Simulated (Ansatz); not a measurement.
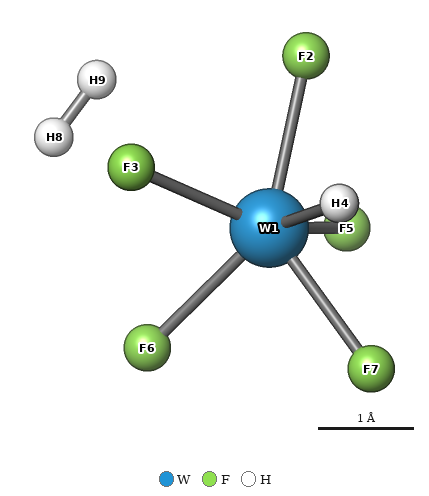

Fig. 1: The starting structure (ball-and-stick view, seen at a tilt; atoms are numbered from 1 in the order of the input). Sticks mark near contacts.

WH₃F₅: nudged elastic band (part 1 of 2)

The run: nudged elastic band of WH₃F₅. Method and program: RKS B3LYP/def2-SVP (Ansatz 0.2.0).

It belongs to a series of runs on one base structure; here: band between the two ends. Figures and captions count atoms from 1; the log counts them from 0 in places.

### The input
```yaml
crystal:
  periodic: [false, false, false]
  atoms:
    - { symbol: W, position_ang: [0.044438, 0.156682, -0.162173] }
    - { symbol: F, position_ang: [0.1079, 0.98365, 1.502507] }
    - { symbol: F, position_ang: [1.89402, 0.318164, -0.046247] }
    - { symbol: H, position_ang: [0.230808, 1.764807, -0.655247] }
    - { symbol: F, position_ang: [-1.456263, -0.614926, 0.627084] }
    - { symbol: F, position_ang: [0.55116, -1.416827, -1.025032] }
    - { symbol: F, position_ang: [-1.068225, 0.395268, -1.632604] }
    - { symbol: H, position_ang: [1.127129, -2.279489, 1.720924] }
    - { symbol: H, position_ang: [0.865734, -1.845229, 2.287987] }
basis:
  gaussian: { orbitals: def2-SVP }
hamiltonian:
  xc: b3lyp
neb:
  order_check: false
  images: 7
  f_tol: 0.03
  max_iterations: 60
  final_atoms:
    - { symbol: W, position_ang: [0.22090789, -0.09377944, -0.23334619] }
    - { symbol: F, position_ang: [-0.06770039, -0.69958317, 2.16172767] }
    - { symbol: F, position_ang: [1.45634894, 0.82219947, -1.27904147] }
    - { symbol: H, position_ang: [0.76281161, 1.14014084, 0.79466583] }
    - { symbol: F, position_ang: [-1.40491993, 0.56406855, 0.37976008] }
    - { symbol: F, position_ang: [0.11888966, -1.95276197, 0.07437156] }
    - { symbol: F, position_ang: [-0.49952663, -0.33408424, -1.97388229] }
    - { symbol: H, position_ang: [1.68271502, -0.35377402, 0.59023319] }
    - { symbol: H, position_ang: [0.02717482, -1.63032602, 2.10271063] }
  initial_path:
    images:
      - { positions_ang: [[0.044438, 0.156682, -0.162173], [0.1079, 0.98365, 1.502507], [1.89402, 0.318164, -0.046247], [0.230808, 1.764807, -0.655247], [-1.456263, -0.614926, 0.627084], [0.55116, -1.416827, -1.025032], [-1.068225, 0.395268, -1.632604], [1.127129, -2.279489, 1.720924], [0.865734, -1.845229, 2.287987]] }
      - { positions_ang: [[0.02976729, 0.11479934, -0.12099403], [0.11599855, 0.76589045, 1.67528846], [1.878223, 0.22504948, -0.06597116], [0.17793652, 1.75009669, -0.51557556], [-1.55702768, -0.45304529, 0.50287035], [0.4007828, -1.52697581, -0.74148965], [-0.83721829, 0.2677841, -1.68444415], [1.17609928, -2.05729273, 1.44708446], [0.91213953, -1.62420622, 2.12043026]] }
      - { positions_ang: [[0.01509657, 0.07291669, -0.07981506], [0.12409711, 0.54813089, 1.84806992], [1.86242601, 0.13193495, -0.08569532], [0.12506503, 1.73538638, -0.37590411], [-1.65779236, -0.29116458, 0.3786567], [0.2504056, -1.63712462, -0.45794729], [-0.60621158, 0.14030019, -1.73628429], [1.22506955, -1.83509645, 1.17324492], [0.95854506, -1.40318345, 1.95287353]] }
      - { positions_ang: [[0.00042586, 0.03103403, -0.03863609], [0.13219566, 0.33037134, 2.02085138], [1.84662901, 0.03882043, -0.10541948], [0.07219355, 1.72067607, -0.23623267], [-1.75855704, -0.12928388, 0.25444306], [0.1000284, -1.74727343, -0.17440494], [-0.37520487, 0.01281629, -1.78812444], [1.27403983, -1.61290018, 0.89940539], [1.0049506, -1.18216067, 1.78531679]] }
      - { positions_ang: [[-0.01424485, -0.01084863, 0.00254288], [0.14029422, 0.11261178, 2.19363284], [1.83083201, -0.05429409, -0.12514364], [0.01932206, 1.70596576, -0.09656122], [-1.85932172, 0.03259683, 0.13022941], [-0.0503488, -1.85742224, 0.10913742], [-0.14419816, -0.11466761, -1.83996458], [1.32301011, -1.3907039, 0.62556585], [1.05135613, -0.96113789, 1.61776005]] }
      - { positions_ang: [[0.04454333, -0.03158133, -0.05642939], [0.08829557, -0.09043695, 2.18565655], [1.73721125, 0.1648293, -0.4136181], [0.20519445, 1.56450953, 0.12624554], [-1.74572127, 0.16546476, 0.19261208], [-0.00803918, -1.88125718, 0.10044595], [-0.23303028, -0.16952177, -1.87344401], [1.41293634, -1.13147143, 0.61673268], [0.7953108, -1.12843493, 1.7389977]] }
      - { positions_ang: [[0.10333152, -0.05231403, -0.11540165], [0.03629691, -0.29348569, 2.17768025], [1.64359048, 0.38395269, -0.70209256], [0.39106683, 1.4230533, 0.3490523], [-1.63212082, 0.29833269, 0.25499475], [0.03427043, -1.90509211, 0.09175449], [-0.3218624, -0.22437593, -1.90692344], [1.50286257, -0.87223896, 0.60789952], [0.53926548, -1.29573196, 1.86023534]] }
      - { positions_ang: [[0.16211971, -0.07304673, -0.17437392], [-0.01570174, -0.49653443, 2.16970396], [1.54996971, 0.60307608, -0.99056702], [0.57693922, 1.28159707, 0.57185906], [-1.51852038, 0.43120062, 0.31737741], [0.07658004, -1.92892704, 0.08306302], [-0.41069452, -0.27923008, -1.94040287], [1.59278879, -0.61300649, 0.59906635], [0.28322015, -1.46302899, 1.98147299]] }
      - { positions_ang: [[0.22090789, -0.09377944, -0.23334619], [-0.06770039, -0.69958317, 2.16172767], [1.45634894, 0.82219947, -1.27904147], [0.76281161, 1.14014084, 0.79466583], [-1.40491993, 0.56406855, 0.37976008], [0.11888966, -1.95276197, 0.07437156], [-0.49952663, -0.33408424, -1.97388229], [1.68271502, -0.35377402, 0.59023319], [0.02717482, -1.63032602, 2.10271063]] }
```

Hardware: 4 threads of Arm Neoverse V1, 24 GiB of memory available, shared host.

Launch command:
```bash
ansatz run input.yaml --threads 4 --pin off --max-ram 5120MiB --backend cpu --events-out ev --progress --plain --runs-dir out
```

### The program's output
```
Engine: ansatz 0.2.0, aarch64-unknown-linux-gnu
Functional definition: B3LYP
  parameter a0 = 0.2
  parameter ax = 0.72
  parameter ac = 0.81
  exchange = (1 - a0 - ax)*slater_x + ax*b88_x + a0*exact_x
  correlation = (1 - ac)*vwn_rpa_c + ac*lyp_c
1211 factors; integrals over basis functions are off by at most 2.5e-4 eV
mean field evaluation 1: about -15441.4376 eV, gradient 8.2e1 eV
mean field evaluation 2: about -15339.8895 eV, gradient 2.6e2 eV
mean field evaluation 4: about -15453.2235 eV, gradient 1.4e1 eV
mean field evaluation 8: about -15453.6198 eV, gradient 4.3e-1 eV
mean field evaluation 16: about -15453.6203 eV, gradient 1.1e-4 eV
mean field -15453.62027617 eV, -567.9100703093 hartree, gradient 7.9e-5 eV, S^2 0.000000; 0 other end points of the search recorded, 0 dependent functions left out
the calculation of the forces begins
reference -15453.62059768 eV, -567.9100821246 hartree; 31, 31 occupied and 86, 86 virtual orbitals, 1211 factors
1217 factors; integrals over basis functions are off by at most 1.5e-3 eV
mean field evaluation 32: about -15452.6428 eV, gradient 1.1e-3 eV
mean field -15452.64282912 eV, -567.8741497925 hartree, gradient 2.1e-5 eV, S^2 0.000000; 0 other end points of the search recorded, 0 dependent functions left out
[... from here on the field's lines of each further geometry are left out, up to the last ...]
NEB iter   1: max|band force component| = 7.134e0 eV/Å  barrier→ = 5.6066 eV  barrier← = 4.6291 eV  Δτ_max = 0.2000 Å  (293 SCF iters)
NEB iter   2: max|band force component| = 4.460e0 eV/Å  barrier→ = 3.0971 eV  barrier← = 2.1196 eV  Δτ_max = 0.2000 Å  (284 SCF iters)
NEB iter   3: max|band force component| = 4.195e0 eV/Å  barrier→ = 2.3329 eV  barrier← = 1.3555 eV  Δτ_max = 0.1685 Å  (260 SCF iters)
NEB iter   4: max|band force component| = 1.407e0 eV/Å  barrier→ = 2.0187 eV  barrier← = 1.0413 eV  Δτ_max = 0.1500 Å  (257 SCF iters)
NEB iter   5: max|band force component| = 6.468e-1 eV/Å  barrier→ = 1.8112 eV  barrier← = 0.8338 eV  Δτ_max = 0.2000 Å  (250 SCF iters)
NEB iter   6: max|band force component| = 8.295e-1 eV/Å  barrier→ = 1.7001 eV  barrier← = 0.7226 eV  Δτ_max = 0.1008 Å  (255 SCF iters)
NEB iter   7: max|band force component| = 5.964e-1 eV/Å  barrier→ = 1.6356 eV  barrier← = 0.6582 eV  Δτ_max = 0.1009 Å  (235 SCF iters)
NEB iter   8: max|band force component| = 7.061e-1 eV/Å  barrier→ = 1.5616 eV  barrier← = 0.5841 eV  Δτ_max = 0.0504 Å  (243 SCF iters)
NEB iter   9: max|band force component| = 5.862e-1 eV/Å  barrier→ = 1.4501 eV  barrier← = 0.4726 eV  Δτ_max = 0.0500 Å  (236 SCF iters)
NEB iter  10: max|band force component| = 1.094e0 eV/Å  barrier→ = 1.3710 eV  barrier← = 0.3935 eV  CI = image 5  Δτ_max = 0.0501 Å  (241 SCF iters)
NEB iter  11: max|band force component| = 1.034e0 eV/Å  barrier→ = 1.4222 eV  barrier← = 0.4447 eV  CI = image 5  Δτ_max = 0.1003 Å  (242 SCF iters)
NEB iter  12: max|band force component| = 8.927e-1 eV/Å  barrier→ = 1.4934 eV  barrier← = 0.5159 eV  CI = image 5  Δτ_max = 0.2000 Å  (237 SCF iters)
NEB iter  13: max|band force component| = 7.855e-1 eV/Å  barrier→ = 1.6014 eV  barrier← = 0.6240 eV  CI = image 5  Δτ_max = 0.2000 Å  (259 SCF iters)
NEB iter  14: max|band force component| = 7.799e-1 eV/Å  barrier→ = 1.6626 eV  barrier← = 0.6852 eV  CI = image 5  Δτ_max = 0.2000 Å  (252 SCF iters)
NEB iter  15: max|band force component| = 6.301e-1 eV/Å  barrier→ = 1.6252 eV  barrier← = 0.6477 eV  CI = image 5  Δτ_max = 0.2000 Å  (252 SCF iters)
NEB iter  16: max|band force component| = 5.174e-1 eV/Å  barrier→ = 1.5781 eV  barrier← = 0.6007 eV  CI = image 5  Δτ_max = 0.2000 Å  (254 SCF iters)
NEB iter  17: max|band force component| = 6.824e-1 eV/Å  barrier→ = 1.5516 eV  barrier← = 0.5742 eV  CI = image 5  Δτ_max = 0.1007 Å  (247 SCF iters)
NEB iter  18: max|band force component| = 8.838e-1 eV/Å  barrier→ = 1.5422 eV  barrier← = 0.5648 eV  CI = image 5  Δτ_max = 0.1011 Å  (236 SCF iters)
NEB iter  19: max|band force component| = 1.047e0 eV/Å  barrier→ = 1.5427 eV  barrier← = 0.5653 eV  CI = image 5  Δτ_max = 0.2000 Å  (238 SCF iters)
NEB iter  20: max|band force component| = 1.284e0 eV/Å  barrier→ = 1.5413 eV  barrier← = 0.5639 eV  CI = image 5  Δτ_max = 0.2000 Å  (256 SCF iters)
NEB iter  21: max|band force component| = 1.141e0 eV/Å  barrier→ = 1.5407 eV  barrier← = 0.5632 eV  CI = image 5  Δτ_max = 0.2000 Å  (259 SCF iters)
NEB iter  22: max|band force component| = 1.071e0 eV/Å  barrier→ = 1.5406 eV  barrier← = 0.5632 eV  CI = image 5  Δτ_max = 0.1974 Å  (247 SCF iters)
NEB iter  23: max|band force component| = 7.203e-1 eV/Å  barrier→ = 1.5406 eV  barrier← = 0.5632 eV  CI = image 5  Δτ_max = 0.2000 Å  (252 SCF iters)
NEB iter  24: max|band force component| = 4.017e-1 eV/Å  barrier→ = 1.5406 eV  barrier← = 0.5631 eV  CI = image 5  Δτ_max = 0.2000 Å  (241 SCF iters)
NEB iter  25: max|band force component| = 3.180e-1 eV/Å  barrier→ = 1.5406 eV  barrier← = 0.5631 eV  CI = image 5  Δτ_max = 0.1988 Å  (235 SCF iters)
NEB iter  26: max|band force component| = 2.886e-1 eV/Å  barrier→ = 1.5406 eV  barrier← = 0.5631 eV  CI = image 5  Δτ_max = 0.1999 Å  (236 SCF iters)
NEB iter  27: max|band force component| = 2.274e-1 eV/Å  barrier→ = 1.5406 eV  barrier← = 0.5631 eV  CI = image 5  Δτ_max = 0.2000 Å  (237 SCF iters)
NEB iter  28: max|band force component| = 6.032e-1 eV/Å  barrier→ = 1.5406 eV  barrier← = 0.5631 eV  CI = image 5  Δτ_max = 0.2000 Å  (228 SCF iters)
NEB iter  29: max|band force component| = 9.475e-1 eV/Å  barrier→ = 1.5406 eV  barrier← = 0.5631 eV  CI = image 5  Δτ_max = 0.1933 Å  (232 SCF iters)
NEB iter  30: max|band force component| = 4.168e-1 eV/Å  barrier→ = 1.5406 eV  barrier← = 0.5631 eV  CI = image 5  Δτ_max = 0.1550 Å  (225 SCF iters)
NEB iter  31: max|band force component| = 1.623e-1 eV/Å  barrier→ = 1.5406 eV  barrier← = 0.5631 eV  CI = image 5  Δτ_max = 0.1052 Å  (208 SCF iters)
NEB iter  32: max|band force component| = 1.553e-1 eV/Å  barrier→ = 1.5406 eV  barrier← = 0.5631 eV  CI = image 5  Δτ_max = 0.0468 Å  (216 SCF iters)
NEB iter  33: max|band force component| = 6.625e-2 eV/Å  barrier→ = 1.5406 eV  barrier← = 0.5631 eV  CI = image 5  Δτ_max = 0.0158 Å  (207 SCF iters)
NEB iter  34: max|band force component| = 5.278e-2 eV/Å  barrier→ = 1.5406 eV  barrier← = 0.5631 eV  CI = image 5  Δτ_max = 0.1289 Å  (206 SCF iters)
NEB iter  35: max|band force component| = 1.462e-1 eV/Å  barrier→ = 1.5406 eV  barrier← = 0.5631 eV  CI = image 5  Δτ_max = 0.0655 Å  (201 SCF iters)
NEB iter  36: max|band force component| = 2.164e-1 eV/Å  barrier→ = 1.5406 eV  barrier← = 0.5631 eV  CI = image 5  Δτ_max = 0.0326 Å  (219 SCF iters)
NEB iter  37: max|band force component| = 7.226e-2 eV/Å  barrier→ = 1.5406 eV  barrier← = 0.5631 eV  CI = image 5  Δτ_max = 0.0652 Å  (222 SCF iters)
NEB iter  38: max|band force component| = 8.876e-2 eV/Å  barrier→ = 1.5406 eV  barrier← = 0.5631 eV  CI = image 5  Δτ_max = 0.0326 Å  (218 SCF iters)
NEB iter  39: max|band force component| = 4.223e-2 eV/Å  barrier→ = 1.5406 eV  barrier← = 0.5631 eV  CI = image 5  Δτ_max = 0.0655 Å  (221 SCF iters)
NEB iter  40: max|band force component| = 1.246e-1 eV/Å  barrier→ = 1.5406 eV  barrier← = 0.5631 eV  CI = image 5  Δτ_max = 0.0327 Å  (224 SCF iters)
```
